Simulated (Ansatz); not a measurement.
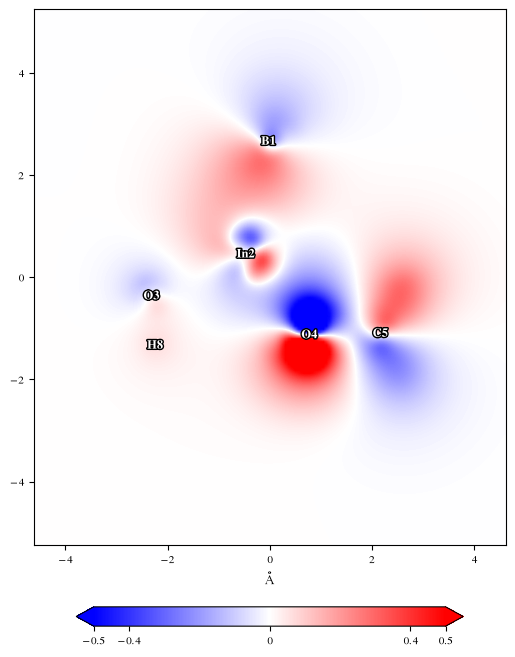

*CH6BInO2 (SMILES [BH2][In]([OH])[O]C). The HOMO−1 on the plane of atoms B1, In2 and O3 (values in Å⁻³ᐟ²; the overall sign is arbitrary).*

Core potentials replace the inner electrons of In.

Theory: RKS B3LYP-D4/def2-SVP (Ansatz 0.2.0).

Input file:

```
crystal:
  periodic: [false, false, false]
  atoms:
    - { symbol: B, position_ang: [-0.28586, 2.33133, 0.88225] }
    - { symbol: In, position_ang: [0.44233, 0.80138, -0.61766] }
    - { symbol: O, position_ang: [0.24447, -1.14319, -0.61582] }
    - { symbol: O, position_ang: [1.4743, 1.20104, -2.29961] }
    - { symbol: C, position_ang: [1.91449, 2.41208, -2.84923] }
    - { symbol: H, position_ang: [-1.30759, 2.85867, 0.7083] }
    - { symbol: H, position_ang: [0.34741, 2.53094, 1.83738] }
    - { symbol: H, position_ang: [0.66257, -1.51363, -1.39424] }
    - { symbol: H, position_ang: [3.00958, 2.42881, -2.87935] }
    - { symbol: H, position_ang: [1.5376, 2.50223, -3.87393] }
    - { symbol: H, position_ang: [1.57476, 3.28848, -2.28317] }
basis:
  gaussian: { orbitals: def2-SVP }
hamiltonian:
  xc: b3lyp
  dispersion: d4
relax:
  f_tol: 0.015
  max_steps: 40
output:
  orbitals: {}
```

Launched as:

```sh
ansatz run input.yaml --threads 2 --pin off --max-ram 3072MiB --backend cpu --events-out ev --progress --plain --runs-dir out
```

The fields are those of the relaxed geometry.

Where does this orbital lie, and at what energy?

Answer. By Hirshfeld shares it lies mainly on O4 (about 55 %), In2 (about 10 %), C5 (about 10 %), B1 (about 10 %) and H11 (about 5 %). Its energy is −7.00 eV.
